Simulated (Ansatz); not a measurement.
## Electronic structure of BH₃···H (doublet) in real space

Input

```
crystal:
  periodic: [false, false, false]
  atoms:
    - { symbol: B, position_ang: [0.0, 0.0, 0.0] }
    - { symbol: H, position_ang: [0.0, 0.0, 1.44] }
    - { symbol: H, position_ang: [1.0305, 0.0, -0.595] }
    - { symbol: H, position_ang: [-1.0305, 0.0, -0.595] }
    - { symbol: H, position_ang: [0.0, 0.0, 2.4] }
magnetization:
  spin_polarized: true
  initial_magnetization: 1
basis:
  gaussian: { orbitals: def2-SVP }
hamiltonian:
  xc: revpbe
relax:
  f_tol: 0.15
  max_steps: 25
  restrain:
    - { distance: [1, 4], at: 1.86, k: 30.0 }
    - { distance: [0, 1], at: 1.19, k: 30.0 }
output:
  orbitals: {}
```

Command:

```sh
ansatz run input.yaml --threads 1 --pin off --max-ram 2048MiB --backend cpu --events-out ev --progress --plain --runs-dir out
```

The fields are those of the relaxed geometry.

Computed with Ansatz, UKS revPBE/def2-SVP.

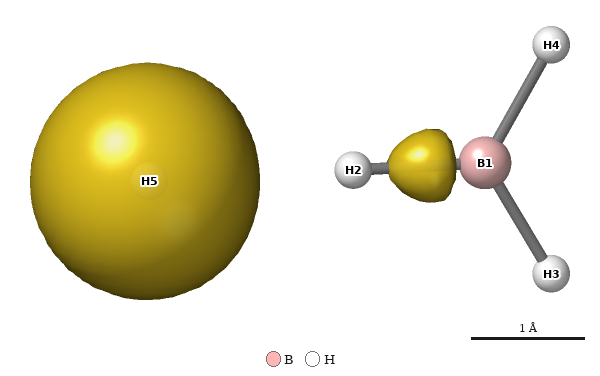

Figure 1. Isosurface of the spin density (α minus β) at +0.04 e/Å³ (yellow), seen at an oblique angle.

Which atoms carry the spin?

The unpaired spin (1 electron) lies mostly on H5 (about 0.9), in electrons by Hirshfeld's partition.

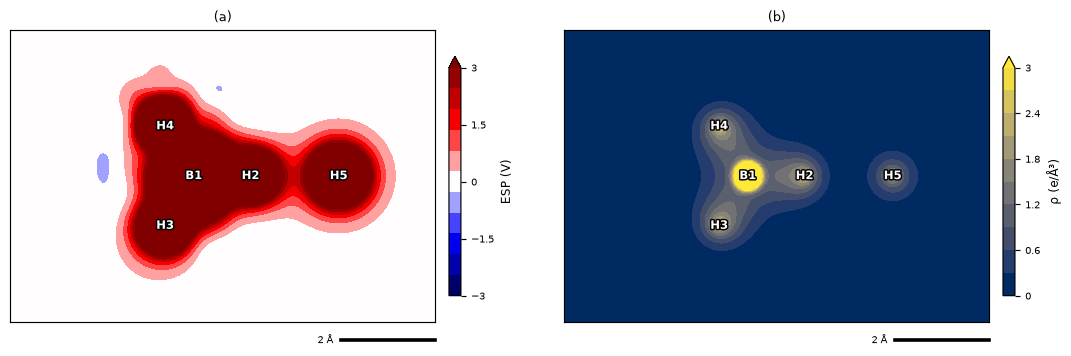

Figure 2. (a) electrostatic potential; (b) total electron density on the molecular plane.

Interpret the plot.

- Atoms in the plane: B and H.
- H2···H5 (1.87 Å): the density falls to about 0.12 e/Å³ on the way.
- B–H (1.20 Å): the density is about 1.2 e/Å³ at the midpoint.
- Outside the dense part of the complex the potential is most negative (−0.3 V) near H3 and H4.

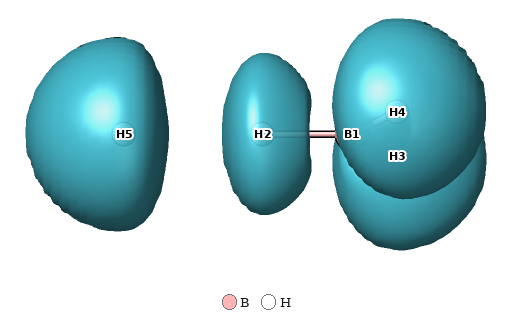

Figure 3. Isosurface of the ELF at 0.85 (cyan), seen from one side. Only the valence region is drawn (cores and ρ < 0.01 e/Å³ removed).

Where are the electrons localised?

At this value the surface marks out four regions around hydrogen nuclei.


H2···H5 (1.87 Å): the ELF dips to about 0.15 between them. B–H (1.20 Å): the ELF climbs to about 1 towards the hydrogen, as it does in any bond to H: a covalent bond by its length.
